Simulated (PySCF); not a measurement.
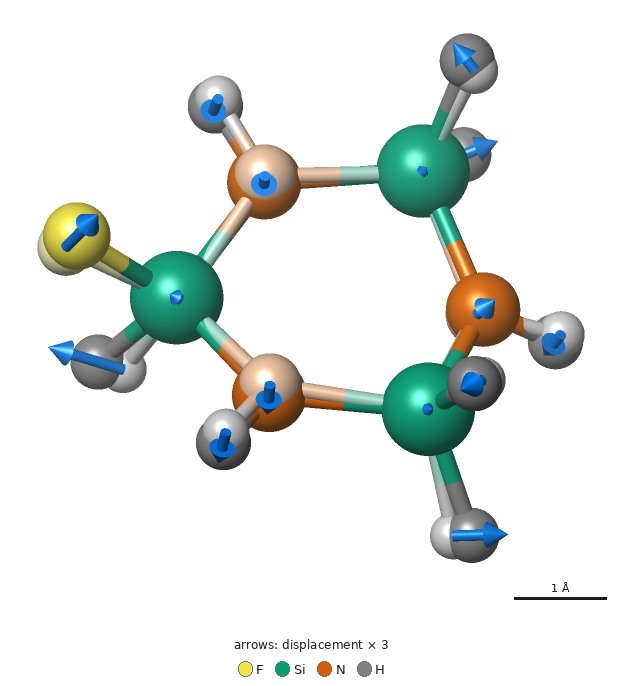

A relaxation of Si₃N₃H₈F. The starting structure is drawn faded, the final one solid; blue arrows show the displacements, magnified 3 times. The two geometries are superimposed by the best rigid fit.

The picture is a ball-and-stick view, seen at a tilt.

The start comes from GFN2-xTB.

The calculation used PBE0-D3(BJ)/def2-SVP geometry optimisation, gas phase in PySCF. 

Q: What happened in the run?

A: After 8 geometry steps the energy has fallen by 3.43 kcal/mol. The largest force component goes from 0.53 to 0.015 eV/Å. The largest move after the best rigid fit is that of an H atom, 0.31 Å. Largest moves by element: H 0.31 Å, F 0.24 Å, N 0.16 Å, Si 0.05 Å. Among the contacts that change: H–Si 1.457 → 1.485 Å, H–Si 1.469 → 1.497 Å, F–Si 1.616 → 1.629 Å, H–N 1.005 → 1.018 Å. Bond angles that change, for instance: H–Si–H 111.7° → 106.9°, Si–N–Si 126.9° → 129.8°, Si–N–H 116.6° → 113.9°.
